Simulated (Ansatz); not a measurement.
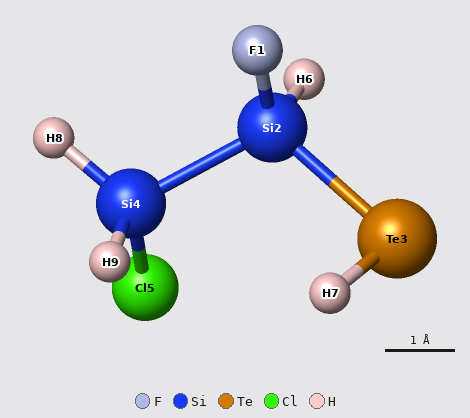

The input geometry (ball-and-stick view, seen at a tilt; atoms are numbered from 1 in the order of the input). Bond lengths as drawn: Cl–Si 2.07 Å, F–Si 1.63 Å, H–Si 1.49 Å, H–Te 1.67 Å, Si–Si 2.34 Å and Si–Te 2.49 Å.

Nudged elastic band, with input and output: Si2H4TeClF

- system: Si2H4TeClF, SMILES F[SiH]([TeH])[SiH2]Cl
- method: RKS PBE0/def2-SVP (Ansatz 0.2.0)

One setting was made poor on purpose. It belongs to a series of runs on one base structure; here: an input spoilt on purpose.

The input
```yaml
crystal:
  periodic: [false, false, false]
  atoms:
    - { symbol: F, position_ang: [-0.822195, 0.1292, 2.178851] }
    - { symbol: Si, position_ang: [-0.228779, 0.753738, 0.791059] }
    - { symbol: Te, position_ang: [2.201161, 1.257174, 0.935379] }
    - { symbol: Si, position_ang: [-0.666665, -0.801792, -0.906596] }
    - { symbol: Cl, position_ang: [-0.164768, 0.115502, -2.698042] }
    - { symbol: H, position_ang: [-0.886972, 2.070951, 0.559719] }
    - { symbol: H, position_ang: [2.588016, -0.358008, 0.807406] }
    - { symbol: H, position_ang: [-2.105451, -1.191832, -0.95584] }
    - { symbol: H, position_ang: [0.174053, -2.021133, -0.729037] }
basis:
  gaussian: { orbitals: def2-SVP }
hamiltonian:
  xc: pbe0
neb:
  order_check: false
  images: 5
  f_tol: 0.05
  max_iterations: 8
  final_atoms:
    - { symbol: F, position_ang: [-1.21311686, 1.04155383, 1.50932264] }
    - { symbol: Si, position_ang: [0.03479217, 0.64450753, 0.53821531] }
    - { symbol: Te, position_ang: [1.85496033, -0.52858337, 1.78250161] }
    - { symbol: Si, position_ang: [-0.72634915, -0.82524958, -1.11845463] }
    - { symbol: Cl, position_ang: [-2.40254211, -0.02916749, -2.04500719] }
    - { symbol: H, position_ang: [0.59270338, 1.9098267, -0.01649513] }
    - { symbol: H, position_ang: [2.68368015, 0.89907739, 1.99187251] }
    - { symbol: H, position_ang: [-1.08288494, -2.14572451, -0.52280554] }
    - { symbol: H, position_ang: [0.34715702, -1.0124405, -2.13625058] }
  initial_path: idpp
  relax_end_points: true
```

Machine: 2 threads of Intel Xeon (Sapphire Rapids), 16 GiB of memory available, shared host.

Run as:
```bash
ansatz run input.yaml --threads 2 --pin off --max-ram 3072MiB --backend cpu --events-out ev --progress --plain --runs-dir out
```

What the program printed
```
Error: invalid value for `basis.gaussian`: such a run doesn't read neb.relax_end_points; remove what it names
```

What the run reported

| quantity | value |
| --- | --- |
| outcome | refused by the program |

Diagnosis

The program refused the input: “invalid value for `basis.gaussian`: such a run doesn't read neb.relax_end_points; remove what it names” A deliberately poor setting: bad input.
